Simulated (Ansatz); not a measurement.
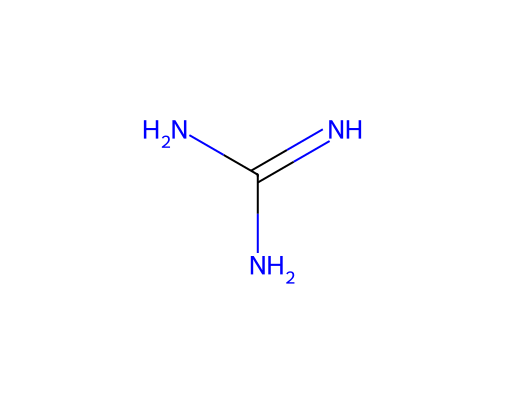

A structural formula.

Question: Give its SMILES.

Answer: N=C(N)N

Question: Give the formula, hydrogens included.

Answer: CH5N3.

The parts below concern this one geometry. Atoms keep their numbers from picture to picture. Computed geometry: PBE0-D4/def2-TZVP optimisation.

### Geometry

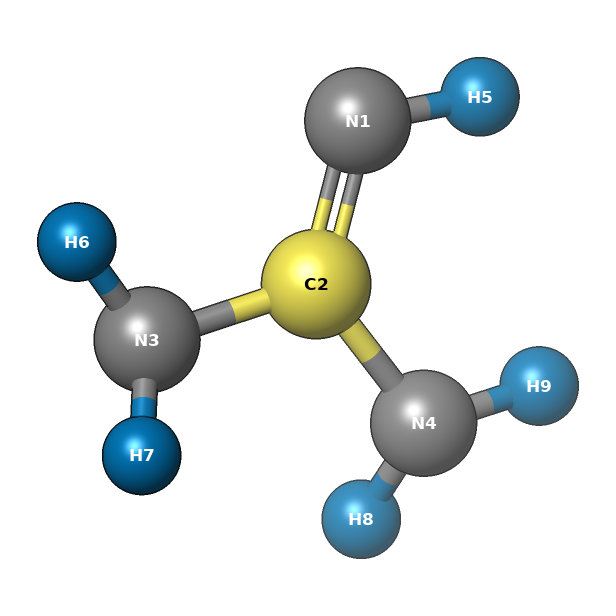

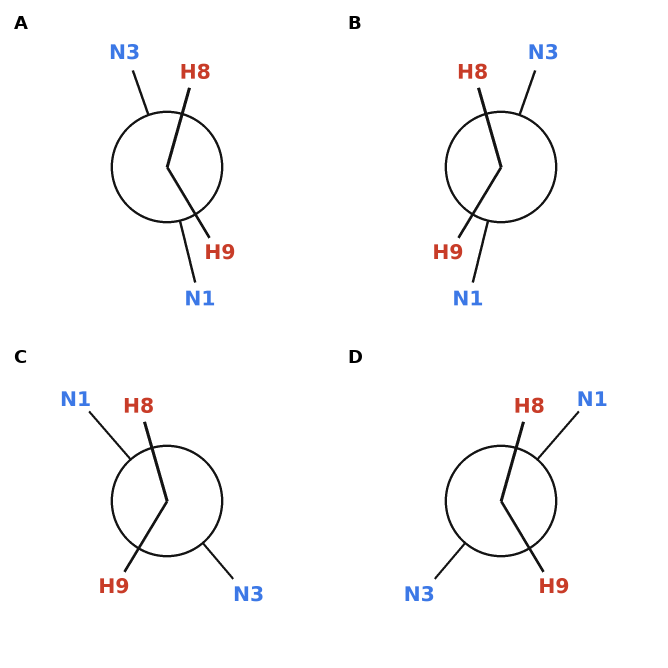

Atoms fade into the background with distance from the viewer. Bonds that would overlap in a projection are set slightly apart.

Question: Which Newman projection shows the view along N4–C2, with N4 in front?

Answer: B. The torsion angle H8–N4–C2–N3 is 36°, synclinal (gauche).

### Levels of theory compared

Program: Ansatz 0.2.0.

At this fixed geometry, give dipole (D), HOMO–LUMO gap (eV), HOMO energy (eV) at these levels: B3LYP-D4/def2-TZVPP; PBE-D4/def2-TZVPP; r2SCAN-D4/def2-TZVPP; ωB97M-V/def2-TZVPP.

```tsv
level	dipole (D)	HOMO–LUMO gap (eV)	HOMO energy (eV)
B3LYP-D4/def2-TZVPP	2.87	6.91	−6.56
PBE-D4/def2-TZVPP	2.81	5.36	−5.44
r2SCAN-D4/def2-TZVPP	2.89	6.36	−5.70
ωB97M-V/def2-TZVPP	2.89	11.20	−9.09
```

### Charges

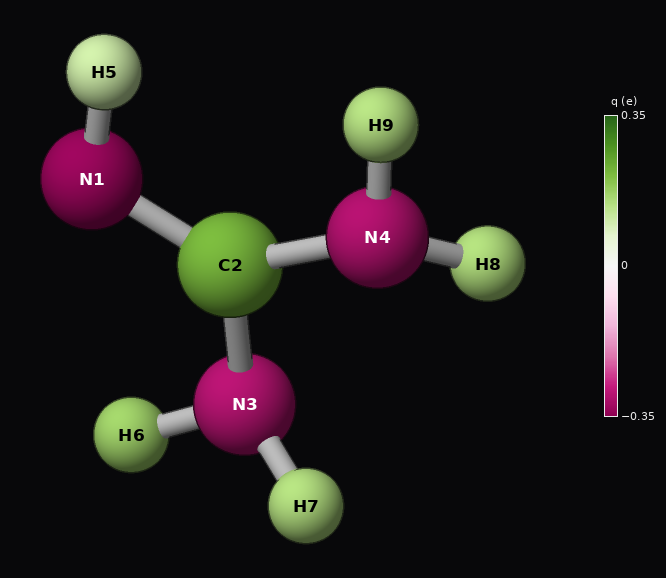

Atoms are coloured by their Mulliken charges. Properties computed with RKS B3LYP-D4/def2-TZVPP (Ansatz 0.2.0).

List the Mulliken charges.

```json
{"atom": "N1", "value (e)": "−0.33"}
{"atom": "C2", "value (e)": "0.22"}
{"atom": "N3", "value (e)": "−0.30"}
{"atom": "N4", "value (e)": "−0.30"}
{"atom": "H5", "value (e)": "0.11"}
{"atom": "H6", "value (e)": "0.17"}
{"atom": "H7", "value (e)": "0.15"}
{"atom": "H8", "value (e)": "0.15"}
{"atom": "H9", "value (e)": "0.14"}
```

### Vibrations

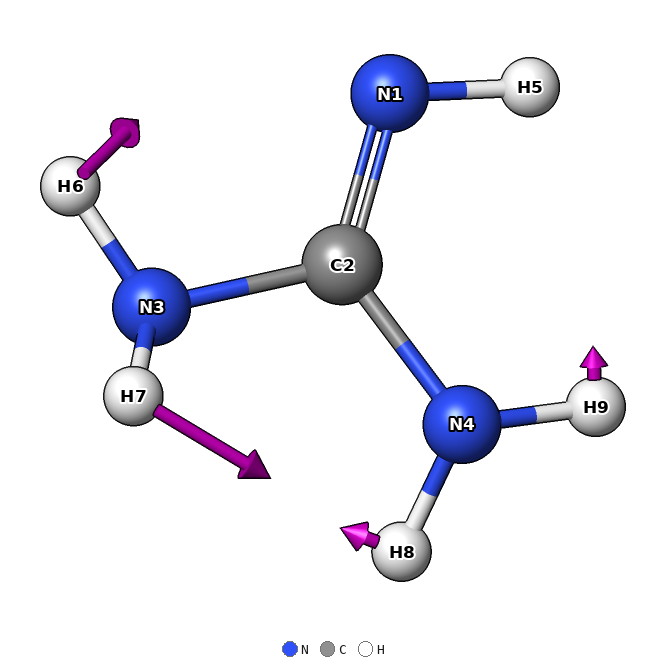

The arrows show one normal mode. Harmonic vibrations computed with RKS PBE0-D4/def2-TZVP (Ansatz 0.2.0) at a stationary point of the same level.

Question: Describe the motion.

Answer: Mostly H–N–H bending.

Question: At what wavenumber does it lie?

Answer: 1628 cm⁻¹; it is mode 14 of 21 counted from the lowest.

Mulliken values depend strongly on the basis set and can even reverse the polarity of a bond.
